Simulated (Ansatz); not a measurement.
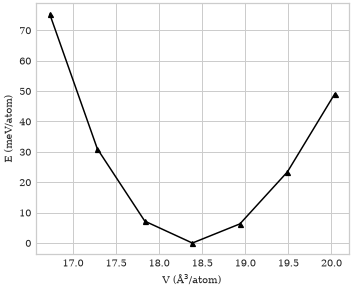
Fig. 1. SnAu5 in space group R32 (No. 155; Sn on 3a, Au on 6c, Au on 9e) under volume change, DFT-r²SCAN in the program Ansatz with PAW potentials, shape and atoms relaxed at each volume.

Q: What does a third-order Birch–Murnaghan fit give for V₀, B₀ and B′?

A: V₀ = 18.39 Å³/atom, B₀ = 130 GPa, B′ = 6.1.

The first step of the workflow began from a Materials Project structure, measured or hypothetical; the Crystallography Open Database files this formula in space group No. 155, but the cells were not matched. Whether it is the stable phase at ambient conditions was not checked. Symmetry was held in the r²SCAN relaxation; whether a distortion lowers the energy is not shown. Scalar-relativistic: spin–orbit coupling is off unless named, which matters more the heavier the elements.

Potentials: the later of the program's two PAW sets.
